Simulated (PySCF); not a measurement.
System: C₂H₁₂BN₃Si₂.

```xyz
20

N    -1.0205    2.5808   -0.4458
C    -0.7992    1.4475    0.0739
C    -0.8455    0.1108   -0.5276
Si   -2.3508   -0.9129    0.1958
Si   -0.4375   -2.0532    0.8454
N     0.2364   -0.7628   -0.0634
B     1.6250   -0.5175   -0.5373
N     2.1465    0.8862    0.2542
H    -1.2573    2.5350   -1.4378
H    -0.5619    1.4591    1.1397
H    -0.8528    0.1858   -1.6222
H    -3.2474   -1.2949   -0.9041
H    -3.1745   -0.0722    1.0774
H    -0.2065   -3.4171    0.3436
H    -0.0197   -2.0412    2.2648
H     1.6911   -0.2290   -1.6949
H     2.3728   -1.3725   -0.1862
H     2.1580    0.7161    1.2537
H     3.0692    1.1474   -0.0731
H     1.4694    1.6155    0.0407
```

Geometry: GFN2-xTB.

All numbers below come from PySCF, PBE0/pcSseg-1, SCF density, gas phase, non-relativistic.

> What can the converged electron density and electron localisation function tell about the bonding?

B–N (1.49 Å): the density is about 1.6 e/Å³ at the midpoint; the ELF peaks at about 0.95 between the atoms, as expected for a polar covalent bond.
Si–N (1.72 Å): the density is about 1.1 e/Å³ at the midpoint; the ELF peaks at about 0.90 between the atoms: a polar covalent bond.
C–Si (1.96 Å): ρ at the midpoint is about 0.83 e/Å³; the ELF peaks at about 0.95 between the atoms, as expected for localised, covalent bonding.
Si–Si (2.32 Å): the density is about 0.61 e/Å³ at the midpoint; the ELF peaks at about 0.95 between the atoms: a covalent bond.

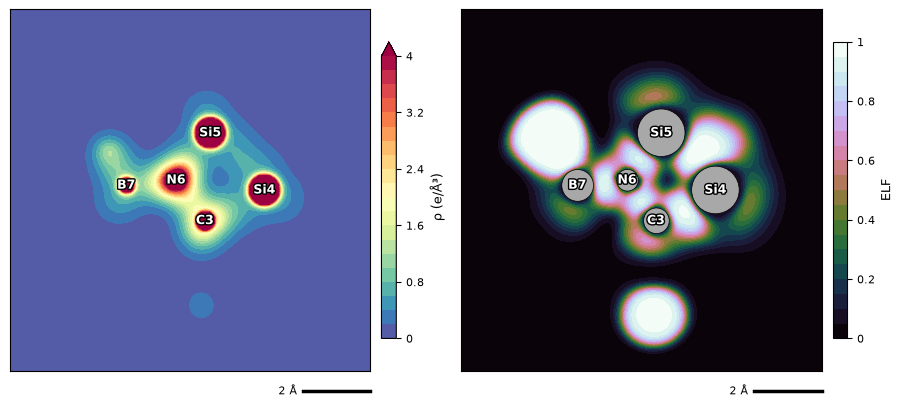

Computed electron density and electron localisation function on the plane of atoms Si4, C3 and N6, in this order. Grey discs cover the atomic cores in the ELF map. 
